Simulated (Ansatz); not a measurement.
# TlBiSe3 (model cell, started as cubic perovskite with Bi in the octahedra): following an unstable mode, part 2 of 3

Which phase does TlBiSe3 (model cell, started as cubic perovskite with Bi in the octahedra) fall into along its unstable mode, and how much energy does it gain?

Ansatz 0.2.0; DFT PBEsol, scalar-relativistic, plane waves, PAW; PAW set soft_1.

So far, highest frequency (cm⁻¹): step 2 (response at finite wavevector) 178. Also lowest frequency on the path (cm⁻¹): step 2 -88.9.

The structure was built from a prototype and need not be the compound's stable phase.

## 5. Energy along the mode, all amplitudes (two of the runs are shown above)

An imaginary frequency means negative curvature, so the energy should fall and then rise again as anharmonic terms take over.

This step gave:

```yaml
depth_at_the_lowest_point_sampled: 51.69 meV/atom
largest_atomic_shift_at_that_point: 0.6 Å
```

Energy from the parent against largest atomic shift:

```csv
largest atomic shift (Å),energy from the parent (meV/atom)
0.000,0
0.040,-0.415
0.080,-1.64
0.140,-4.89
0.220,-11.4
0.320,-21.9
0.450,-37.0
0.600,-51.7
```

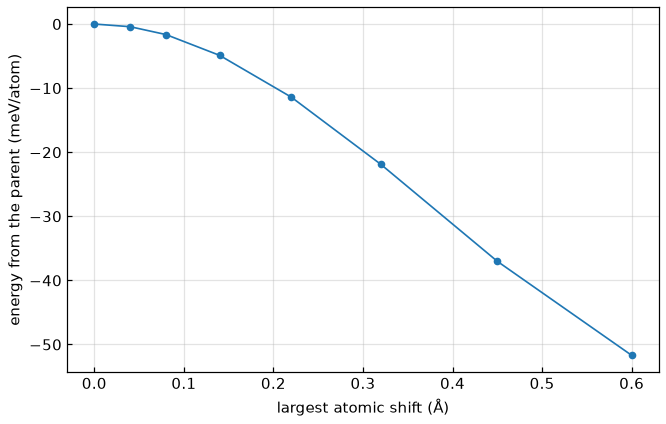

Energy from the parent, plotted against largest atomic shift.

Displacement at unit largest shift by atom:

```csv
atom,x (Å),y (Å),z (Å),size
Tl1,0.000,0.028,0.068,0.074
Tl2,0.000,-0.028,-0.068,0.074
Bi3,0.000,0.119,0.049,0.129
Bi4,0.000,-0.119,-0.049,0.129
Se5,0.000,0.000,0.000,0.000
Se6,0.000,0.000,0.000,0.000
Se7,0.000,0.000,0.000,0.000
Se8,0.000,0.000,0.000,0.000
Se9,0.000,-0.925,-0.379,1.000
Se10,0.000,0.925,0.379,1.000
```

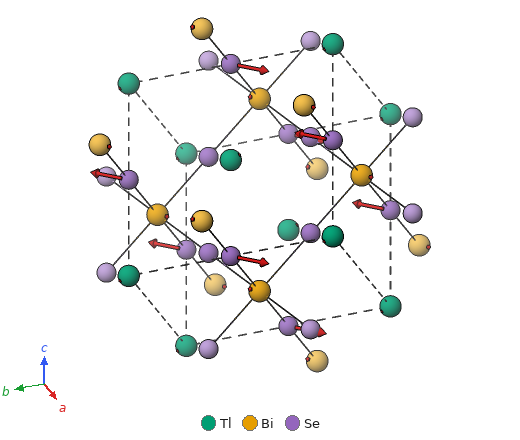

Displacement at unit largest shift as arrows, the longest 1.000 Å. Some periodic images of atoms are drawn too.

The lowest of the steps tried is the last one, at 0.6 Å, 51.7 meV/atom below the parent; the bottom of the well need not coincide with a step.

## 6. Relaxation from the frozen mode

Starting from the lowest point found, all atoms and the cell are let go, so that strain and other modes of the same symmetry can join in.

input.yaml

```yaml
crystal:
  lattice:
    - [-5.4560481392, 0.0, 0.0]
    - [0.0, -5.4560481392, -5.4560481392]
    - [0.0, -5.4560481392, 5.4560481392]
  atoms:
    - { symbol: Tl, position: [0.0, 0.4947062557, 0.5022155711] }
    - { symbol: Tl, position: [0.0, 0.0052937443, -0.0022155711] }
    - { symbol: Bi, position: [0.5, -0.009246305, 0.4961301783] }
    - { symbol: Bi, position: [0.5, 0.509246305, 0.0038698217] }
    - { symbol: Se, position: [0.5, 0.25, 0.25] }
    - { symbol: Se, position: [0.5, 0.75, 0.75] }
    - { symbol: Se, position: [0.5, 0.25, 0.75] }
    - { symbol: Se, position: [0.5, 0.75, 0.25] }
    - { symbol: Se, position: [0.0, 0.0717313119, 0.5300214393] }
    - { symbol: Se, position: [0.0, 0.4282686881, -0.0300214393] }
kpoints:
  mp_grid: { grid: [8, 6, 6] }
hamiltonian:
  xc: pbesol
  pseudopotentials: { kind: paw, azcp: { folder: soft_1 }, xc_functional: pbe }
scf:
  occupations: { method: methfessel_paxton, width: 0.2 }
output:
  forces: true
  stress: true
  eigenvalues: true
relax:
  adjacent_minimum: "off"
  f_tol: 0.002
  max_steps: 120
  cell: { stress_tol: 0.03 }
```

Started as:

```sh
$ ansatz run input.yaml --threads 4 --pin off --max-ram 16384MiB --backend cpu --events-out ev --progress --plain --runs-dir out
```

Numbers of over 12 decimals in the logs are rounded to 6 here.

Output:

```text
[...]
Crystal: 10 atoms, lattice volume = 324.836 Å³
Basis set: ecut = 420 eV, 6359 PW (Γ), exchange–correlation on 80×108×108 points (8 copies of the dense FFT grid, shifted against one another)
Bands: 92, of which v1, the nominal top of the filled ones, is band 76 counted from 1 (75 counted from 0)
Symmetry: 4 space group operations
[...]
k-points: 100 of 288
[...]
SCF iter   1: F=—  HF=-79630.587520 eV  |F-HF|=—  |Δ(HF+E_count)|=         —  Δρ=3.12e-2  dr2=6.99e0  ethr=3.10e-3  ⟨swp⟩=7.1  Hψ=36282  notcnv=0
[...]
SCF iter  10: F=-79628.186377 eV  HF=-79628.186377 eV  |F-HF|=7.02e-8  |Δ(HF+E_count)|=   1.20e-7  S|Δr|=    0.00e0  Δρ=2.98e-6  dr2=7.72e-8  ethr=6.58e-11  ⟨swp⟩=10.8  Hψ=48672  notcnv=0
SCF 1 converged in 10 iterations: F = -79628.186377 eV  dr2 = 7.72e-8
[...]
relax step   1: F+E_penalty+E_count = -79628.18637687 eV  Δ(F+E_penalty+E_count) = +0.000e0 eV  max|allowed force component| = 3.791e-1 eV/Å  Δτ_max = 0.0000 Å  P = -0.478 GPa  Ω = 324.836 Å³  (10 SCF iters, dr2 threshold 1.00e-7 eV, accepted)
Crystal: 10 atoms, lattice volume = 321.664 Å³
Basis set: ecut = 420 eV, 6299 PW (Γ), exchange–correlation on 80×108×108 points (8 copies of the dense FFT grid, shifted against one another)
[...]
SCF iter   8: F=-79628.484328 eV  HF=-79628.484328 eV  |F-HF|=1.67e-7  |Δ(HF+E_count)|=   1.56e-6  S|Δr|=    0.00e0  Δρ=7.18e-6  dr2=3.04e-7  ethr=6.58e-10  ⟨swp⟩=6.0  Hψ=44851  notcnv=0
SCF 2 converged in 8 iterations: F = -79628.484328 eV  dr2 = 3.04e-7
relax step   2: F+E_penalty+E_count = -79628.48432763 eV  Δ(F+E_penalty+E_count) = -2.980e-1 eV  max|allowed force component| = 3.070e-1 eV/Å  Δτ_max = 0.1941 Å  P = -0.478 GPa  Ω = 321.664 Å³  energy of the carried Pulay correction = +1.913e-4 eV  (8 SCF iters, dr2 threshold 1.00e-6 eV, accepted)
Crystal: 10 atoms, lattice volume = 314.093 Å³
Basis set: ecut = 420 eV, 6175 PW (Γ), exchange–correlation on 80×108×108 points (8 copies of the dense FFT grid, shifted against one another)
[...]
SCF iter   8: F=-79628.784073 eV  HF=-79628.784073 eV  |F-HF|=5.32e-7  |Δ(HF+E_count)|=   3.68e-6  S|Δr|=    0.00e0  Δρ=1.14e-5  dr2=7.98e-7  ethr=6.58e-10  ⟨swp⟩=9.8  Hψ=57460  notcnv=0
SCF 3 converged in 8 iterations: F = -79628.784073 eV  dr2 = 7.98e-7
[...]
relax step   3: F+E_penalty+E_count = -79628.78407286 eV  Δ(F+E_penalty+E_count) = -2.997e-1 eV  max|allowed force component| = 2.671e-1 eV/Å  Δτ_max = 0.1952 Å  P = -0.079 GPa  Ω = 314.093 Å³  energy of the carried Pulay correction = +6.556e-4 eV  (8 SCF iters, dr2 threshold 1.00e-6 eV, accepted)
[... from here on, the SCF cycles and remarks between the steps are left out ...]
relax step   4: F+E_penalty+E_count = -79629.12412114 eV  Δ(F+E_penalty+E_count) = -3.400e-1 eV  max|allowed force component| = 2.345e-1 eV/Å  Δτ_max = 0.1954 Å  P = -0.023 GPa  Ω = 308.227 Å³  energy of the carried Pulay correction = +1.023e-3 eV  (8 SCF iters, dr2 threshold 1.00e-6 eV, accepted)
relax step   5: F+E_penalty+E_count = -79629.51884791 eV  Δ(F+E_penalty+E_count) = -3.947e-1 eV  max|allowed force component| = 3.516e-1 eV/Å  Δτ_max = 0.1958 Å  P = +0.189 GPa  Ω = 300.946 Å³  energy of the carried Pulay correction = +1.489e-3 eV  (8 SCF iters, dr2 threshold 1.00e-6 eV, accepted)
relax step   6: F+E_penalty+E_count = -79629.91346596 eV  Δ(F+E_penalty+E_count) = -3.946e-1 eV  max|allowed force component| = 3.684e-1 eV/Å  Δτ_max = 0.1999 Å  P = +0.295 GPa  Ω = 295.750 Å³  energy of the carried Pulay correction = +1.828e-3 eV  (8 SCF iters, dr2 threshold 1.00e-6 eV, accepted)
relax step   7: F+E_penalty+E_count = -79630.11668600 eV  Δ(F+E_penalty+E_count) = -2.032e-1 eV  max|allowed force component| = 1.331e-1 eV/Å  Δτ_max = 0.1963 Å  P = +0.236 GPa  Ω = 292.878 Å³  energy of the carried Pulay correction = +2.017e-3 eV  (8 SCF iters, dr2 threshold 1.00e-6 eV, accepted)
relax step   8: F+E_penalty+E_count = -79630.12524894 eV  Δ(F+E_penalty+E_count) = -8.563e-3 eV  max|allowed force component| = 1.074e-1 eV/Å  Δτ_max = 0.1522 Å  P = -0.196 GPa  Ω = 291.620 Å³  energy of the carried Pulay correction = +2.101e-3 eV  (8 SCF iters, dr2 threshold 1.00e-6 eV, accepted)
relax step   9: F+E_penalty+E_count = -79630.14273992 eV  Δ(F+E_penalty+E_count) = -1.749e-2 eV  max|allowed force component| = 8.440e-2 eV/Å  Δτ_max = 0.0750 Å  P = -0.007 GPa  Ω = 291.015 Å³  energy of the carried Pulay correction = +2.141e-3 eV  (7 SCF iters, dr2 threshold 7.21e-7 eV, accepted)
relax step  10: F+E_penalty+E_count = -79630.15725943 eV  Δ(F+E_penalty+E_count) = -1.452e-2 eV  max|allowed force component| = 8.457e-2 eV/Å  Δτ_max = 0.0573 Å  P = +0.162 GPa  Ω = 292.224 Å³  energy of the carried Pulay correction = +2.061e-3 eV  (7 SCF iters, dr2 threshold 4.45e-7 eV, accepted)
relax step  11: F+E_penalty+E_count = -79630.16937622 eV  Δ(F+E_penalty+E_count) = -1.212e-2 eV  max|allowed force component| = 3.846e-2 eV/Å  Δτ_max = 0.1232 Å  P = +0.302 GPa  Ω = 290.860 Å³  energy of the carried Pulay correction = +2.152e-3 eV  (7 SCF iters, dr2 threshold 4.47e-7 eV, accepted)
relax step  12: F+E_penalty+E_count = -79630.17880403 eV  Δ(F+E_penalty+E_count) = -9.428e-3 eV  max|allowed force component| = 6.494e-2 eV/Å  Δτ_max = 0.0452 Å  P = -0.144 GPa  Ω = 294.412 Å³  energy of the carried Pulay correction = +1.916e-3 eV  (7 SCF iters, dr2 threshold 1.00e-6 eV, accepted)
relax step  13: F+E_penalty+E_count = -79630.18507514 eV  Δ(F+E_penalty+E_count) = -6.271e-3 eV  max|allowed force component| = 2.519e-2 eV/Å  Δτ_max = 0.0411 Å  P = +0.125 GPa  Ω = 291.616 Å³  energy of the carried Pulay correction = +2.101e-3 eV  (7 SCF iters, dr2 threshold 3.53e-7 eV, accepted)
relax step  14: F+E_penalty+E_count = -79630.18652953 eV  Δ(F+E_penalty+E_count) = -1.454e-3 eV  max|allowed force component| = 1.911e-2 eV/Å  Δτ_max = 0.0142 Å  P = -0.058 GPa  Ω = 292.790 Å³  energy of the carried Pulay correction = +2.023e-3 eV  (6 SCF iters, dr2 threshold 1.46e-7 eV, accepted)
relax step  15: F+E_penalty+E_count = -79630.18679374 eV  Δ(F+E_penalty+E_count) = -2.642e-4 eV  max|allowed force component| = 3.278e-3 eV/Å  Δτ_max = 0.0073 Å  P = -0.001 GPa  Ω = 292.607 Å³  energy of the carried Pulay correction = +2.035e-3 eV  (6 SCF iters, dr2 threshold 2.28e-8 eV, accepted)
relax step  16: F+E_penalty+E_count = -79630.18680927 eV  Δ(F+E_penalty+E_count) = -1.553e-5 eV  max|allowed force component| = 3.074e-4 eV/Å  Δτ_max = 0.0015 Å  P = +0.003 GPa  Ω = 292.653 Å³  energy of the carried Pulay correction = +2.032e-3 eV  (6 SCF iters, dr2 threshold 6.72e-10 eV, accepted)
relax step  17: F+E_penalty+E_count = -79630.18861594 eV  Δ(F+E_penalty+E_count) = -1.807e-3 eV  max|allowed force component| = 1.657e-4 eV/Å  Δτ_max = 0.0000 Å  P = +0.019 GPa  Ω = 292.653 Å³  stress off target by 5.42e-2 GPa  SCF on the basis re-selected at this cell (its energy is not comparable with the rows above)  (9 SCF iters)
relax step  18: F+E_penalty+E_count = -79630.18856069 eV  Δ(F+E_penalty+E_count) = +5.525e-5 eV  max|allowed force component| = 4.160e-3 eV/Å  Δτ_max = 0.0024 Å  P = -0.046 GPa  Ω = 292.974 Å³  energy of the carried Pulay correction = -2.123e-5 eV  (6 SCF iters, dr2 threshold 7.34e-9 eV, rejected (line search))
relax step  19: F+E_penalty+E_count = -79630.18866806 eV  Δ(F+E_penalty+E_count) = -5.212e-5 eV  max|allowed force component| = 1.414e-3 eV/Å  Δτ_max = 0.0012 Å  P = +0.005 GPa  Ω = 292.698 Å³  energy of the carried Pulay correction = -2.587e-6 eV  (7 SCF iters, accepted)
[...]
SCF iter   4: F=-79630.188673 eV  HF=-79630.188673 eV  |F-HF|=1.46e-11  |Δ(HF+E_count)|=  2.18e-10  S|Δr|=    0.00e0  Δρ=6.24e-8  dr2=3.08e-11  ethr=1.00e-12  ⟨swp⟩=3.7  Hψ=40844  notcnv=0
SCF 20 converged in 4 iterations: F = -79630.188673 eV  dr2 = 3.08e-11
relax step  20: F+E_penalty+E_count = -79630.18867265 eV  Δ(F+E_penalty+E_count) = -4.591e-6 eV  max|allowed force component| = 1.415e-3 eV/Å  Δτ_max = 0.0000 Å  P = +0.005 GPa  Ω = 292.698 Å³  stress off target by 9.47e-3 GPa  SCF on the basis re-selected at this cell (its energy is not comparable with the rows above)  (4 SCF iters)
[...]
SCF converged after 4 iterations
[...]
Free energy (F): -79630.188673 eV
[...]
Internal energy: -79630.191735 eV  (E = F + TS)
E sigma→0 (E₀):  -79630.189438 eV
Entropy (-TS):   0.003062 eV (0.306 meV/atom)
Fermi energy:    8.116968 eV
[...]
--- Forces (eV/Å), atoms counted from 1 ---
  atom   1  Tl     0.00000000     0.00016885     0.00017263
  atom   2  Tl     0.00000000    -0.00016885    -0.00017263
  atom   3  Bi     0.00000000     0.00141521     0.00131227
  atom   4  Bi     0.00000000    -0.00141521    -0.00131227
  atom   5  Se     0.00000000     0.00000000     0.00000000
  atom   6  Se     0.00000000     0.00000000     0.00000000
  atom   7  Se     0.00000000     0.00000000     0.00000000
  atom   8  Se     0.00000000     0.00000000     0.00000000
  atom   9  Se     0.00000000    -0.00085526    -0.00083793
  atom  10  Se     0.00000000     0.00085526     0.00083793
  max |Σ_I F_I| component: 1.08e-19 eV/Å
--- Stress (GPa, compression-positive) ---
        0.009468       0.000000       0.000000
        0.000000       0.003298       0.003216
        0.000000       0.003216       0.003289
  P = ⅓ Tr σ = 0.0054 GPa (0.054 kbar)
--- Band table (eV; the first three rows and the last of 100) ---
  k-point 0: bands = [... 72 lower, 6.7695, 6.9652, 7.1943, 7.7546, 8.2692, 8.2863, 8.6013, 9.1117, ... 12 higher]
  k-point 1: bands = [... 72 lower, 6.7933, 6.8896, 7.1324, 7.9427, 8.3694, 8.3830, 8.4684, 9.2007, ... 12 higher]
  k-point 2: bands = [... 72 lower, 6.9523, 7.0369, 7.1897, 7.8017, 8.0938, 8.2206, 9.1343, 9.4427, ... 12 higher]
  k-point 99: bands = [... 72 lower, 6.6911, 6.6913, 7.9500, 7.9501, 8.7781, 8.7781, 9.2372, 9.2374, ... 12 higher]
--- Relaxed structure (18 steps of the walk, 17 accepted, 2 SCFs on fresh bases) ---
  F+E_penalty+E_count = -79630.18867265 eV   max|allowed force component| = 1.415e-3 eV/Å   (the final SCF, on the basis selected at the relaxed cell)
  cell:  # Å, volume = 292.6981 Å³
    - [-4.312292, 0.0, 0.0]
    - [0.0, -6.157687, -6.157775]
    - [0.0, -5.511345, 5.511433]
  atoms:
    - { symbol: Tl, position: [0, 0.579609, 0.499994] }
    - { symbol: Tl, position: [0, -0.079609, 6.052220049915236e-6] }
    - { symbol: Bi, position: [0.5, -0.014446, 0.500005] }
    - { symbol: Bi, position: [0.5, 0.514446, -5.407404886303979e-6] }
    - { symbol: Se, position: [0.5, 0.25, 0.250000] }
    - { symbol: Se, position: [0.5, 0.75, 0.75] }
    - { symbol: Se, position: [0.5, 0.25, 0.75] }
    - { symbol: Se, position: [0.5, 0.75, 0.250000] }
    - { symbol: Se, position: [0, 0.206705, 0.499995] }
    - { symbol: Se, position: [0, 0.293295, 5.1355258590679576e-6] }
```

It took 17 min on 4 threads of Arm Neoverse V2, shared host; peak memory 2.4 GiB.

The steps of the relaxation:

```csv
step,energy less that of the first step (eV),largest force component (eV/Å),pressure (GPa),volume (Å³)
1,0.0000,0.3791,-0.48,324.84
2,-0.2980,0.3070,-0.48,321.66
3,-0.5977,0.2671,-0.08,314.09
4,-0.9377,0.2345,-0.02,308.23
5,-1.3325,0.3516,0.19,300.95
6,-1.7271,0.3684,0.29,295.75
7,-1.9303,0.1331,0.24,292.88
8,-1.9389,0.1074,-0.20,291.62
9,-1.9564,0.0844,-0.01,291.02
10,-1.9709,0.0846,0.16,292.22
11,-1.9830,0.0385,0.30,290.86
12,-1.9924,0.0649,-0.14,294.41
13,-1.9987,0.0252,0.12,291.62
14,-2.0002,0.0191,-0.06,292.79
15,-2.0004,0.0033,0.00,292.61
16,-2.0004,0.0003,0.00,292.65
17*,-2.0022,0.0002,0.02,292.65
18,-2.0022,0.0042,-0.05,292.97
19,-2.0023,0.0014,0.01,292.70
20*,-2.0023,0.0014,0.01,292.70
```

Relaxation steps marked * repeat the geometry before them on a plane-wave basis chosen anew for their cell, so energy and pressure can jump there. Relaxation step 18 was tried and not accepted.

The run keeps the 4 symmetry operations that it works with, so distortions that break them were not tested.

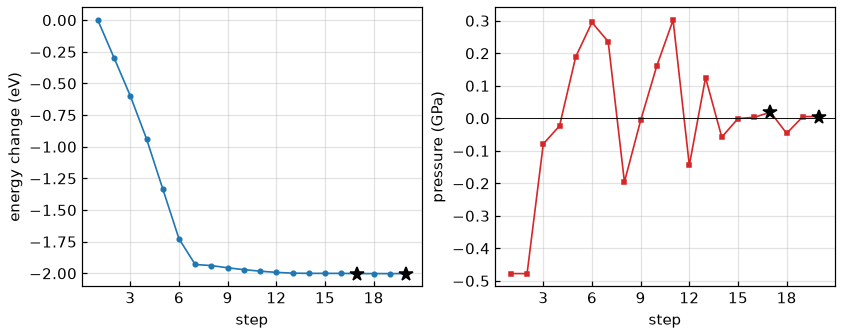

Energy and pressure along the relaxation. Stars mark steps on a basis chosen anew.

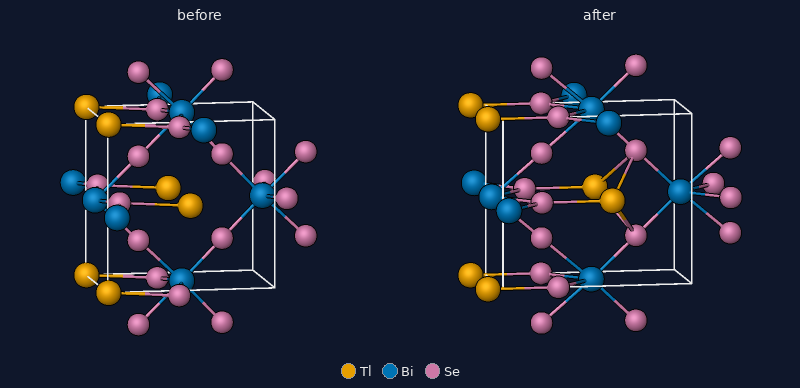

Before and after, at one scale.

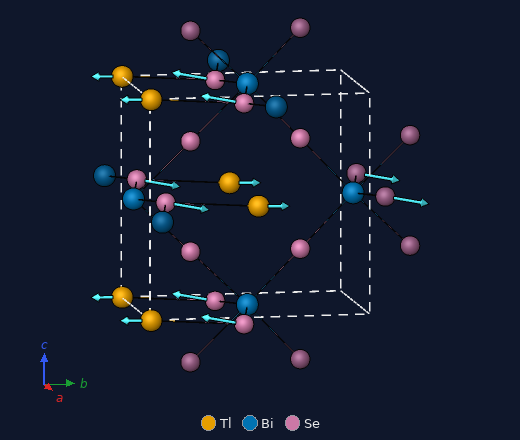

Displacements in the relaxation, exaggerated, measured against the changing cell; the longest in the cell stands for 1.20 Å. Some periodic images of atoms are drawn too.

```csv
cell as run,before,after,change
a (Å),5.456,4.312,-21.0 %
b (Å),7.716,8.708,+12.9 %
c (Å),7.716,7.794,+1.0 %
volume (Å³/atom),32.48,29.27,-9.9 %
```

The atoms that moved most (Å, as changes of fractional coordinates times the final cell):

```csv
atom,dx,dy,dz,length
Se10,0.000,0.666,0.997,1.198
Se9,0.000,-0.666,-0.997,1.198
Tl2,0.000,0.511,0.535,0.740
Tl1,0.000,-0.511,-0.535,0.740
Bi4,0.000,-0.011,-0.053,0.054
Bi3,0.000,0.011,0.053,0.054
```

This step gave:

```
pressure        : 0.005352 GPa
volume per atom : 29.27 Å³
```

The distorted start has space group P2/m; the relaxation ends in Pmma.

## 7. The new phase in its own primitive cell

The relaxed structure is symmetrised, reduced to its primitive cell and relaxed tightly, as its phonons need.

input.yaml, the sections that differ from step 6:

```yaml
crystal:
  lattice:
    - [7.7942811754, 0.0, 0.0]
    - [0.0, 4.3122916491, 0.0]
    - [0.0, 0.0, 8.7083466459]
  atoms:
    - { symbol: Tl, position: [0.25, 0.0, 0.3296091391] }
    - { symbol: Tl, position: [0.75, 0.0, 0.6703908609] }
    - { symbol: Bi, position: [0.25, 0.5, 0.7355541818] }
    - { symbol: Bi, position: [0.75, 0.5, 0.2644458182] }
    - { symbol: Se, position: [0.5, 0.5, 0.0] }
    - { symbol: Se, position: [0.0, 0.5, 0.5] }
    - { symbol: Se, position: [0.0, 0.5, 0.0] }
    - { symbol: Se, position: [0.5, 0.5, 0.5] }
    - { symbol: Se, position: [0.25, 0.0, 0.9567054783] }
    - { symbol: Se, position: [0.75, 0.0, 0.0432945217] }
kpoints:
  mp_grid: { grid: [6, 8, 4] }
relax:
  adjacent_minimum: "off"
  f_tol: 0.001
  max_steps: 60
  cell: { stress_tol: 0.01 }
# hamiltonian, scf, output: as in step 6
```

Output:

```text
[...]
Crystal: 10 atoms, lattice volume = 292.698 Å³
Basis set: ecut = 420 eV, 5697 PW (Γ), exchange–correlation on 108×60×120 points (8 copies of the dense FFT grid, shifted against one another)
Bands: 92, of which v1, the nominal top of the filled ones, is band 76 counted from 1 (75 counted from 0)
Symmetry: 8 space group operations
[...]
k-points: 60 of 192
[...]
- { symbol: Tl, position: [0.750000, 0.0, 0.670070] }
    - { symbol: Bi, position: [0.250000, 0.5, 0.735274] }
    - { symbol: Bi, position: [0.750000, 0.5, 0.264726] }
    - { symbol: Se, position: [0.500000, 0.5, 0.0] }
    - { symbol: Se, position: [0, 0.5, 0.5] }
    - { symbol: Se, position: [0, 0.5, 0.0] }
    - { symbol: Se, position: [0.500000, 0.5, 0.5] }
    - { symbol: Se, position: [0.250000, 0.0, 0.958033] }
    - { symbol: Se, position: [0.750000, 0.0, 0.041967] }
[key lines of the parts left out:]
SCF converged after 5 iterations
Free energy (F): -79630.193735 eV
Fermi energy:    8.141217 eV
P = ⅓ Tr σ = 0.0024 GPa (0.024 kbar)
```

Wall time 1.9 min (4 threads); peak memory 1.6 GiB.

Step by step:

```csv
step,energy less that of the first step (eV),largest force component (eV/Å),pressure (GPa),volume (Å³)
1,0.0000,0.0191,-0.01,292.70
2,-0.0003,0.0049,-0.04,292.61
3,-0.0005,0.0043,0.03,291.99
4,-0.0005,0.0006,0.00,292.15
5*,-0.0004,0.0006,0.00,292.15
```

Relaxation steps marked * repeat the geometry before them on a plane-wave basis chosen anew for their cell, so energy and pressure can jump there.

Forces are held to the 8 operations that the run works with; a distortion that breaks them can't arise in this run.

```csv
"conventional cell, symmetrised",before,after,change
a (Å),7.794,7.795,+0.0 %
b (Å),4.312,4.299,-0.3 %
c (Å),8.708,8.719,+0.1 %
volume (Å³/atom),29.27,29.22,-0.2 %
```

The atoms that moved most (Å, as changes of fractional coordinates times the final cell):

```csv
atom,dx,dy,dz,length
Se10,0.000,0.000,-0.012,0.012
Se9,0.000,0.000,0.012,0.012
```

Numbers from this step:

```yaml
pressure: 0.002373 GPa
volume_per_atom: 29.22 Å³
```

The largest force component left is 0.55 meV/Å and the pressure is 0.002 GPa, within the tolerances set. The cell now holds 29.22 Å³/atom.

(Continued in part 3 of 3.)

[Logs are printed without paths, hosts, clocks, repeated set-up lines and the standing remarks that a program may print on its own settings, such as how far it seeks lower states.]

[Hosts, paths, dates, database ids (printed as entryN), source tags and the programs' standing remarks are cut or masked in the printed files.]
